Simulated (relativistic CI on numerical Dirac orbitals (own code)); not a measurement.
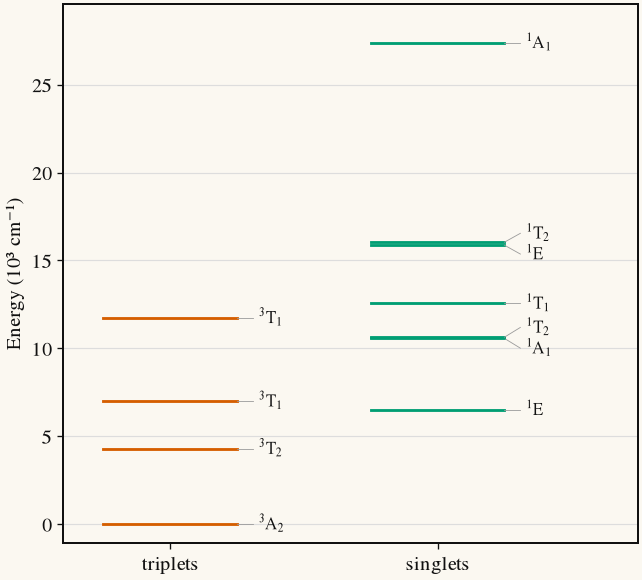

Terms of a d⁸ ion in a cubic field. Parametric ligand-field model of a d shell (Racah B and C, crystal field, no spin-orbit coupling), computed by exact diagonalisation.

Q: Estimate 10Dq, B and C, and say whether the site is octahedral or tetrahedral.

A: Octahedral, |10Dq| = 4,290 cm⁻¹, B = 390 cm⁻¹, C = 1,790 cm⁻¹. The ground term is ³A₂, with 2.0 electrons in the e pair. Lowest spin-allowed bands: ³T₂ at 4,290 cm⁻¹, ³T₁ at 6,990 cm⁻¹ and ³T₁ at 11,700 cm⁻¹. Lowest spin-forbidden terms: ¹E at 6,500 cm⁻¹ and ¹A₁ at 10,600 cm⁻¹.
